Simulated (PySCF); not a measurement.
SMILES C(=C)[SiH2][SiH2]C(F)(F)F (C3H7F3Si2), GFN2-xTB optimised geometry. Atoms within 1.6 Å of the plane z = 0.0 Å (x, y, z in Å): Si4 (1.11, 0.09, 0.00), C5 (-0.84, 0.09, 0.00), F6 (-1.35, 1.35, 0.00), F7 (-1.36, -0.51, -1.09), F8 (-1.39, -0.53, 1.06), H12 (1.96, 2.80, -1.40), H14 (1.39, 0.57, 1.36), H15 (1.39, -1.35, -0.01).

Level of theory: PBE0/def2-TZVP run with PySCF. Cells within 0.4 Å of a nucleus heavier than hydrogen are left out (blank, or x).

Map of the electrostatic potential (hartree/e), clipped to [-0.08, 0.12] on the plane z = 0.0 Å:

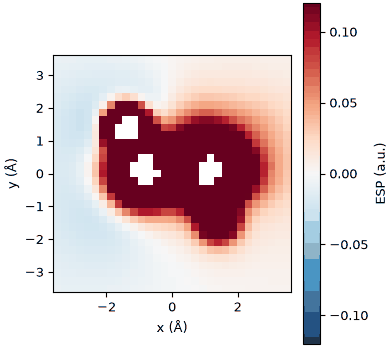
Figure. Electrostatic potential (hartree/e), clipped to [-0.08, 0.12] on the plane z = 0.0 Å.
